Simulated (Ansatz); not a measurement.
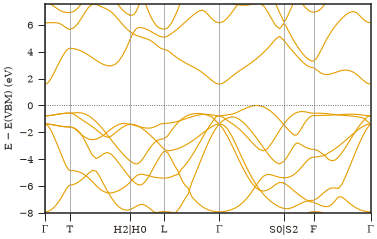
Fig. 1. Band structure from the program Ansatz at the r²SCAN level (PAW)

Q: Read off the gap and where the band edges lie.

A: About 1.6 eV (1.58 eV by a search for the band edges); maximum on the Γ–S0 line, 58 % of the way from Γ, minimum at Γ.

Q: Pick the material that matches.
A. SnPbSe2, R-3m (Sn on 3b, Pb on 3a, Se on 6c)
B. KLuS2, R-3m (Lu on 3b, K on 3a, S on 6c)
C. B6P, R-3m (B on 18h, B on 18h, P on 6c)
D. CdSiN2, R-3m (Cd on 3a, Si on 3b, N on 6c)

A: D, CdSiN2, R-3m (Cd on 3a, Si on 3b, N on 6c)

The start of the workflow was typed in or built on a structure type; neither database checked (COD, Materials Project) lists it. Whether it is the stable phase at ambient conditions was not checked. The cell was relaxed with r²SCAN under the symmetry of its start; whether a distortion lowers the energy is not shown. Scalar-relativistic: spin–orbit coupling is off unless named, which matters more the heavier the elements.

Potentials: the later of the program's two PAW sets.
